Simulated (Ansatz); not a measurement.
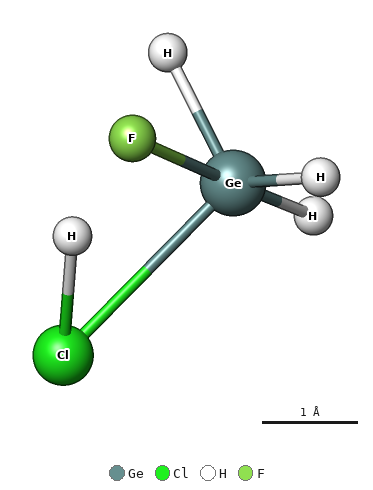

*The structure as given in the input (ball-and-stick view, seen at a tilt). Sticks mark near contacts.*

Bond lengths as drawn: Cl–Ge 2.57 Å, Cl–H 1.62 Å, F–Ge 1.98 Å and Ge–H 1.55 Å.

**Nudged elastic band of GeH₄ClF**

- system: GeH₄ClF
- method: RKS PBE0/def2-SVP (Ansatz 0.2.0)

One setting was made poor on purpose. It belongs to a series of runs on one base structure; here: band between the two ends.

## Input file
```yaml
crystal:
  periodic: [false, false, false]
  atoms:
    - { symbol: Ge, position_ang: [0.0, 0.0, 0.0] }
    - { symbol: Cl, position_ang: [0.0, 0.0, 2.57] }
    - { symbol: H, position_ang: [1.4616, 0.0, -0.5162] }
    - { symbol: H, position_ang: [-0.73, 1.2648, -0.5162] }
    - { symbol: H, position_ang: [-0.73, -1.2648, -0.5162] }
    - { symbol: F, position_ang: [-1.879, 0.0, 0.6243] }
    - { symbol: H, position_ang: [-1.4051, 0.0, 1.7575] }
basis:
  gaussian: { orbitals: def2-SVP }
hamiltonian:
  xc: pbe0
neb:
  order_check: false
  images: 7
  f_tol: 0.03
  max_iterations: 60
  final_atoms:
    - { symbol: Ge, position_ang: [0.0, 0.0, 0.0] }
    - { symbol: Cl, position_ang: [0.0, 0.0, 2.57] }
    - { symbol: H, position_ang: [1.4616, 0.0, -0.5162] }
    - { symbol: H, position_ang: [-0.73, 1.2648, -0.5162] }
    - { symbol: H, position_ang: [-0.73, -1.2648, -0.5162] }
    - { symbol: F, position_ang: [-1.879, 0.0, 0.6243] }
    - { symbol: H, position_ang: [-1.4051, 0.0, 1.7575] }
  initial_path:
    images:
      - { positions_ang: [[0.0, 0.0, 0.0], [0.0, 0.0, 2.57], [1.4616, 0.0, -0.5162], [-0.73, 1.2648, -0.5162], [-0.73, -1.2648, -0.5162], [-1.879, 0.0, 0.6243], [-1.4051, 0.0, 1.7575]] }
      - { positions_ang: [[0.0, 0.0, 0.0], [0.0, 0.0, 2.57], [1.4616, 0.0, -0.5162], [-0.73, 1.2648, -0.5162], [-0.73, -1.2648, -0.5162], [-1.879, 0.0, 0.6243], [-1.4051, 0.0, 1.7575]] }
      - { positions_ang: [[0.0, 0.0, 0.0], [0.0, 0.0, 2.57], [1.4616, 0.0, -0.5162], [-0.73, 1.2648, -0.5162], [-0.73, -1.2648, -0.5162], [-1.879, 0.0, 0.6243], [-1.4051, 0.0, 1.7575]] }
      - { positions_ang: [[0.0, 0.0, 0.0], [0.0, 0.0, 2.57], [1.4616, 0.0, -0.5162], [-0.73, 1.2648, -0.5162], [-0.73, -1.2648, -0.5162], [-1.879, 0.0, 0.6243], [-1.4051, 0.0, 1.7575]] }
      - { positions_ang: [[0.0, 0.0, 0.0], [0.0, 0.0, 2.57], [1.4616, 0.0, -0.5162], [-0.73, 1.2648, -0.5162], [-0.73, -1.2648, -0.5162], [-1.879, 0.0, 0.6243], [-1.4051, 0.0, 1.7575]] }
      - { positions_ang: [[0.0, 0.0, 0.0], [0.0, 0.0, 2.57], [1.4616, 0.0, -0.5162], [-0.73, 1.2648, -0.5162], [-0.73, -1.2648, -0.5162], [-1.879, 0.0, 0.6243], [-1.4051, 0.0, 1.7575]] }
      - { positions_ang: [[0.0, 0.0, 0.0], [0.0, 0.0, 2.57], [1.4616, 0.0, -0.5162], [-0.73, 1.2648, -0.5162], [-0.73, -1.2648, -0.5162], [-1.879, 0.0, 0.6243], [-1.4051, 0.0, 1.7575]] }
      - { positions_ang: [[0.0, 0.0, 0.0], [0.0, 0.0, 2.57], [1.4616, 0.0, -0.5162], [-0.73, 1.2648, -0.5162], [-0.73, -1.2648, -0.5162], [-1.879, 0.0, 0.6243], [-1.4051, 0.0, 1.7575]] }
      - { positions_ang: [[0.0, 0.0, 0.0], [0.0, 0.0, 2.57], [1.4616, 0.0, -0.5162], [-0.73, 1.2648, -0.5162], [-0.73, -1.2648, -0.5162], [-1.879, 0.0, 0.6243], [-1.4051, 0.0, 1.7575]] }
```

Command:
```bash
ansatz run input.yaml --threads 2 --pin off --max-ram 3072MiB --backend cpu --events-out ev --progress --plain --runs-dir out
```

## What the program printed
```
Error: invalid value for `neb.final_atoms`: is identical to crystal.atoms — the two endpoints must differ for a path to exist
```

## What the run reported

- outcome: refused by the program
- hardware: 2 threads of Arm Neoverse V1, 24 GiB of memory available, shared host

## What went wrong

The program refused the input: “invalid value for `neb.final_atoms`: is identical to crystal.atoms — the two endpoints must differ for a path to exist” A deliberately poor setting: ends not relaxed.
